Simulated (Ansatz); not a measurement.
**BNH3ClO (SMILES NB(O)Cl) at B3LYP/def2-SVPD**

What is the vertical electron affinity of BNH3ClO at B3LYP/def2-SVPD? 

Program for the calculation: Ansatz 0.2.0.

77 further runs of the same task are left out: 77 set aside as unsound or not needed.

## (1) Starting point

The species is BNH3ClO (7 atoms), meant as a singlet with charge 0. SMILES: `NB(O)Cl`. The coordinates come from a PBE0-D4/def2-TZVP relaxation. This is one conformer, not always the lowest.

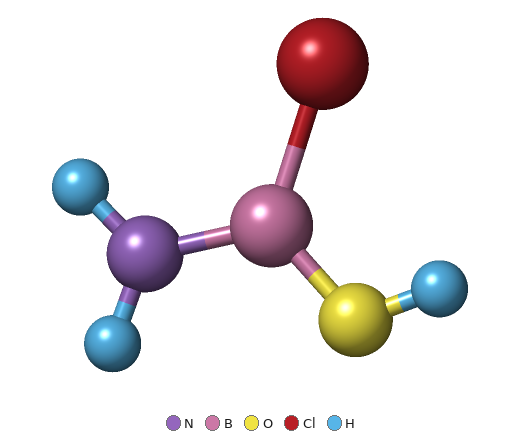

Viewed from a chosen angle; nitrogen purple, boron pink, oxygen yellow, chlorine red, hydrogen blue.

## (2) A single-point energy at B3LYP/def2-SVPD

File run.yaml:

```yaml
crystal:
  periodic: [false, false, false]
  atoms:
    - {symbol: "N", position_ang: [-0.520100, 0.976200, -0.014400]}
    - {symbol: B, position_ang: [0.060900, -0.288100, -0.083300]}
    - {symbol: O, position_ang: [1.097000, -0.622600, 0.732400]}
    - {symbol: Cl, position_ang: [-0.570000, -1.477100, -1.260400]}
    - {symbol: H, position_ang: [-1.284200, 1.257300, -0.599100]}
    - {symbol: H, position_ang: [-0.194300, 1.671700, 0.633400]}
    - {symbol: H, position_ang: [1.410800, -1.517400, 0.591500]}
basis:
  gaussian: {orbitals: def2-SVPD}
hamiltonian: {xc: {name: B3LYP}}
accuracy: high
output: {orbitals: {seedname: orbitals}}
```

Run with:

```console
$ ansatz run run.yaml --threads 1 --pin off --max-ram 3480MiB --events-out events.jsonl --progress --plain --runs-dir runs
```

The program printed:

```text
Warning: RAYON_NUM_THREADS=1 ignored (pool sized by the plan → 1); use --threads N
Functional definition: B3LYP
  name "B3LYP"
  parameter a0 = 0.2
  parameter ax = 0.72
  parameter ac = 0.81
  exchange = (1 - a0 - ax)*slater_x + ax*b88_x + a0*exact_x
  correlation = (1 - ac)*vwn_rpa_c + ac*lyp_c
2284 factors; integrals over basis functions are off by at most 3.6e-9 eV
mean field evaluation 1: about -16774.0971 eV, gradient 6.9e1 eV
mean field evaluation 2: about -16759.8205 eV, gradient 1.1e2 eV
mean field evaluation 4: about -16782.8307 eV, gradient 5.6e0 eV
mean field evaluation 8: about -16782.9952 eV, gradient 4.2e-1 eV
mean field evaluation 16: about -16782.9956 eV, gradient 2.1e-5 eV
mean field -16782.99563821 eV, -616.7637137813 hartree, gradient 5.2e-8 eV, S^2 0.000000; 0 other end points of the search recorded, 0 dependent functions left out
reference -16782.99567528 eV, -616.7637151436 hartree; 20, 20 occupied and 94, 94 virtual orbitals, 2284 factors
Total energy: -16782.99567528 eV, -616.7637151436 hartree
```

Run time: 6.9 s. Hardware: 1 thread of Intel Xeon 6975P-C (Granite Rapids), shared host; peak memory 0.41 GiB.

## (3) The doublet anion at the same level

File job.yaml:

```yaml
crystal:
  periodic: [false, false, false]
  atoms:
    - symbol: "N"
      position_ang: [-0.520100, 0.976200, -0.014400]
    - symbol: B
      position_ang: [0.060900, -0.288100, -0.083300]
    - symbol: O
      position_ang: [1.097000, -0.622600, 0.732400]
    - symbol: Cl
      position_ang: [-0.570000, -1.477100, -1.260400]
    - symbol: H
      position_ang: [-1.284200, 1.257300, -0.599100]
    - symbol: H
      position_ang: [-0.194300, 1.671700, 0.633400]
    - symbol: H
      position_ang: [1.410800, -1.517400, 0.591500]
basis:
  gaussian:
    orbitals: def2-SVPD
total_charge: -1
magnetization:
  spin_polarized: true
  initial_magnetization: 1
hamiltonian:
  xc: {name: B3LYP}
accuracy: high
output: {orbitals: {seedname: orbitals}}
```

Run with:

```console
$ ansatz run job.yaml --threads 1 --pin off --max-ram 3480MiB --events-out events.jsonl --progress --plain --runs-dir runs
```

The program printed (excerpt; [...] marks lines left out):

```text
Warning: RAYON_NUM_THREADS=1 ignored (pool sized by the plan → 1); use --threads N
[... 7 set-up lines as earlier in the session ...]
2285 factors; integrals over basis functions are off by at most 3.6e-9 eV
mean field evaluation 1: about -16778.6965 eV, gradient 2.9e1 eV
mean field evaluation 2: about -16772.9447 eV, gradient 4.7e1 eV
mean field evaluation 4: about -16781.9558 eV, gradient 1.3e0 eV
mean field evaluation 8: about -16782.0855 eV, gradient 1.5e-1 eV
mean field evaluation 16: about -16782.0856 eV, gradient 2.1e-4 eV
mean field -16782.08559730 eV, -616.7302703945 hartree, gradient 7.1e-8 eV, S^2 0.750085; 0 other end points of the search recorded, 0 dependent functions left out
reference -16782.08562728 eV, -616.7302714962 hartree; 21, 20 occupied and 93, 94 virtual orbitals, 2285 factors
Total energy: -16782.08562728 eV, -616.7302714962 hartree
```

Wall time 13 s (1 thread of Intel Xeon 6975P-C (Granite Rapids), shared host); peak memory 0.54 GiB.

## (4) Outcome

Level: B3LYP/def2-SVPD.

| quantity | value |
| --- | --- |
| singlet BNH3ClO: total energy | -616.76372 Eh |
| singlet BNH3ClO: HOMO energy | -7.95 eV |
| singlet BNH3ClO: LUMO energy | -0.27 eV |
| singlet BNH3ClO: HOMO–LUMO gap | 7.67 eV |
| doublet anion: total energy | -616.73027 Eh |
| doublet anion: HOMO energy (highest over α and β) | 2.12 eV |
| doublet anion: LUMO energy (lowest over α and β) | 3.05 eV |
| doublet anion: ⟨S²⟩ | 0.750 |
| vertical electron affinity (to the doublet anion) | -0.910 eV |

The anion lies 0.91 eV (87.8 kJ/mol) above the neutral: the electron isn't bound at this level, and such a value depends on the basis. The HOMO (doublet anion) lies at positive energy, 2.12 eV; only total energies tell whether the electron is bound.
